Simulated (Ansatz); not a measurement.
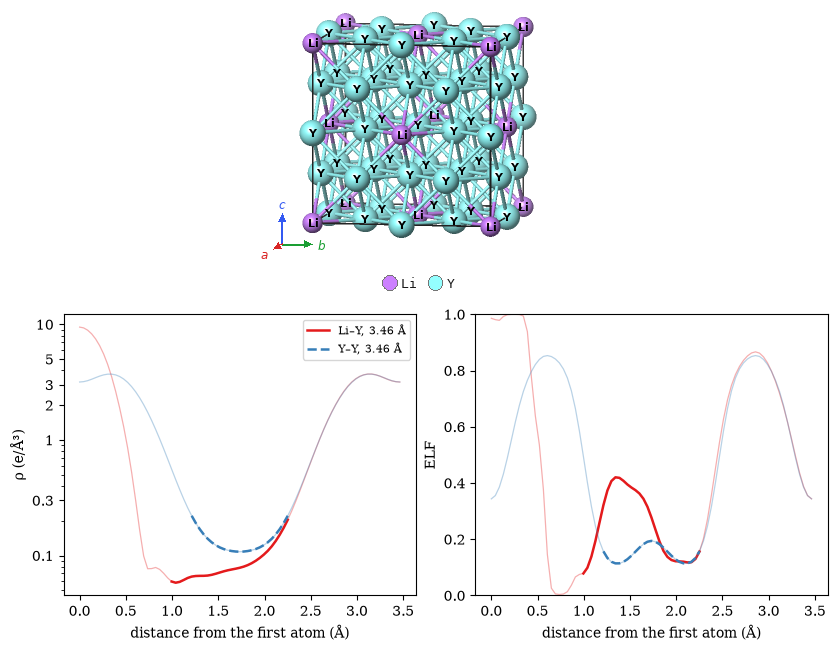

Figure. LiY7. Valence charge density (pseudo) and electron localisation function along straight lines between neighbouring atoms. Thin, pale parts lie inside the atomic spheres. The structure is drawn too.

Space group Fm-3m; a structure generated by program, which may or may not match a known phase; changed on purpose from its base cell (volume × 0.94); computed pressure about 2 GPa in this cell.

All numbers below come from DFT PBE, scalar-relativistic, plane waves, PAW in Ansatz 0.2.0.

In a PAW calculation such maps are meaningful between the atoms, not at the nuclei.

Q: Compare the contacts.

A: Li–Y (3.46 Å): ρ is about 0.08 e/Å³ halfway, with its minimum of 0.06 e/Å³ about 1.0 Å from Li; the ELF is about 0.30 at the midpoint: no localised pair shows between them.
Y–Y (3.46 Å): ρ at the midpoint is about 0.11 e/Å³; the ELF is about 0.20 at the midpoint (no shared electron pair shows on this line).
